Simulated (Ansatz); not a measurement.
## Electronic structure of Si3Ge13 in real space

```cif
data_structure
_symmetry_space_group_name_H-M 'P 1'
_symmetry_Int_Tables_number 1
_cell_length_a 13.7711
_cell_length_b 7.9527
_cell_length_c 7.9511
_cell_angle_alpha 90.000
_cell_angle_beta 125.251
_cell_angle_gamma 90.000
_cell_volume 711.11
loop_
_atom_site_label
_atom_site_type_symbol
_atom_site_fract_x
_atom_site_fract_y
_atom_site_fract_z
_atom_site_occupancy
Ge1 Ge 0.37353 0.00000 0.62038 1
Ge2 Ge 0.87353 0.50000 0.62038 1
Ge3 Ge 0.12491 0.25006 0.62484 1
Ge4 Ge 0.62491 0.75006 0.62484 1
Ge5 Ge 0.12491 0.74994 0.62484 1
Ge6 Ge 0.62491 0.24994 0.62484 1
Ge7 Ge 0.37353 0.50000 0.62045 1
Ge8 Ge 0.87353 0.00000 0.62045 1
Ge9 Ge 0.37357 0.00000 0.12669 1
Ge10 Ge 0.87357 0.50000 0.12669 1
Ge11 Ge 0.12803 0.24999 0.12803 1
Ge12 Ge 0.62803 0.74999 0.12803 1
Ge13 Ge 0.12803 0.75001 0.12803 1
Ge14 Ge 0.62803 0.25001 0.12803 1
Si1 Si 0.37365 0.50000 0.12659 1
Si2 Si 0.87365 0.00000 0.12659 1
Ge15 Ge 0.24999 0.00000 0.75009 1
Ge16 Ge 0.74999 0.50000 0.75009 1
Ge17 Ge 0.00002 0.24991 0.75014 1
Ge18 Ge 0.50002 0.74991 0.75014 1
Ge19 Ge 0.00002 0.75009 0.75014 1
Ge20 Ge 0.50002 0.25009 0.75014 1
Ge21 Ge 0.25152 0.50000 0.75453 1
Ge22 Ge 0.75152 0.00000 0.75453 1
Si3 Si 0.24990 0.00000 0.24981 1
Si4 Si 0.74990 0.50000 0.24981 1
Ge23 Ge 0.49849 0.74703 0.24843 1
Ge24 Ge 0.99849 0.24703 0.24843 1
Ge25 Ge 0.49849 0.25297 0.24843 1
Ge26 Ge 0.99849 0.75297 0.24843 1
Si5 Si 0.25141 0.50000 0.24858 1
Si6 Si 0.75141 0.00000 0.24858 1
```

Space group Cm; a generated structure, not necessarily the stable one.

Level of theory: Ansatz 0.2.0, DFT PBEsol, scalar-relativistic, plane waves, PAW.

The density is the valence pseudo-density of a PAW calculation; it isn't the true density close to the nuclei.

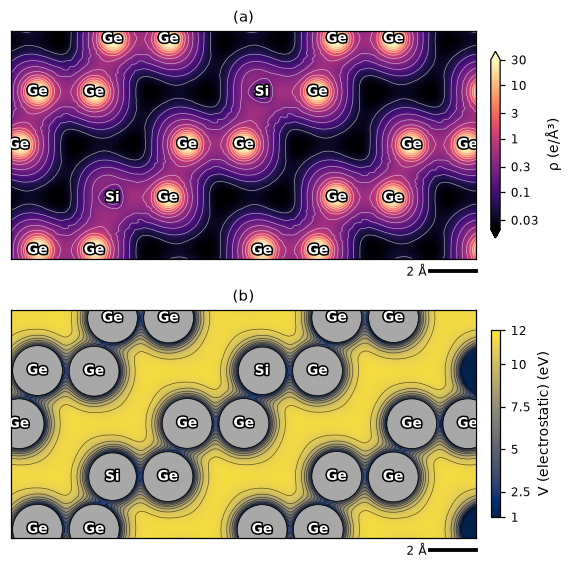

Figure 1. (a) valence charge density (pseudo); (b) electrostatic potential (local pseudopotential plus Hartree) felt by an electron on the (111) plane of the conventional cell. Grey discs cover the atomic cores in the potential map.

Question: Read the bonding off the picture.

Answer: The section cuts through Ge and Si sites.
Si–Ge (2.40 Å): ρ at the midpoint is about 0.54 e/Å³.
Ge–Ge (2.43 Å): the density is about 0.52 e/Å³ at the midpoint.
Between the atoms the lowest density in this plane is 0.02 e/Å³.
Outside the cores the potential energy rises away from the atoms and is highest about 2.5 Å from the nearest atoms; its zero is arbitrary.

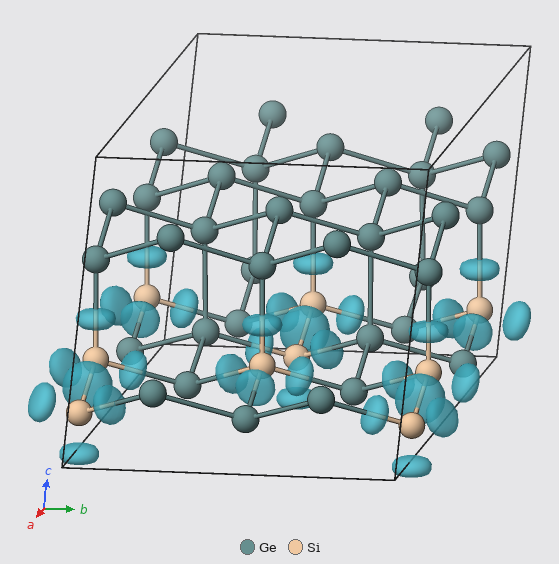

Figure 2. Isosurface of the electron localisation function at 0.85 (cyan), seen slightly off an axis. Core shells and regions of very low density are left out. Sticks mark near contacts.

Question: Where are the electrons localised?

Answer: The ELF exceeds this value in 20 regions between bonded Ge–Si atoms (shared pairs) and two regions between bonded Si–Si atoms (shared pairs), counted in one cell of 32 atoms. Regions shared between cells count once.


Si–Si (2.38 Å): the ELF peaks at about 0.95 between the atoms: localised, covalent bonding. Si–Ge (2.40 Å): the ELF peaks at about 0.90 between the atoms: a covalent bond.
